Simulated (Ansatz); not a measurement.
Start from SiC in the zinc blende structure (space group F-43m, No. 216; a = 4.3569 Å).

Structures relaxed with PBEsol (Ansatz, a first-principles code; PAW; 420 eV plane waves; no SOC).

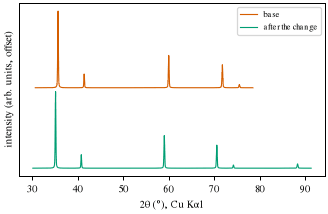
Figure. Simulated powder patterns before (top) and after one change

Which change produced these results?
A. isotropic strain −1.50 %
B. isotropic strain −1.00 %
C. isotropic strain −0.50 %
D. isotropic strain +1.50 %

D, isotropic strain +1.50 %. Its volume per atom is 10.81 Å³ against 10.34 Å³, and its space group is F-43m (No. 216).

No phonon test of stability was made.
